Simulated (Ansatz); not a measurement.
The parent structure is ZnO in the wurtzite structure (space group P6_3mc, No. 186; a = 3.187 Å, c = 5.153 Å). Axes: x lies along a and z along c of the hexagonal cell.

Perturbation: compressive biaxial strain of 1.80 % in the plane normal to [001], as in epitaxy on a mismatched substrate; the out-of-plane cell vector and the atoms relax.

Computed with Ansatz (a quantum-chemistry and plane-wave program), LDA, PAW, cutoff 420 eV, no spin-orbit coupling.

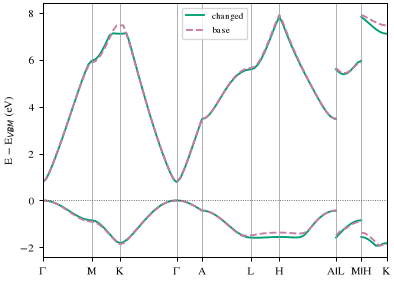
Fig. 1. Highest valence and lowest conduction band along the path, each from its own valence-band maximum

Task: From the figure, how large is the changed gap, and is it direct?

Result: About 0.8 eV, direct at Γ.

Whether these cells are dynamically stable was not tested.
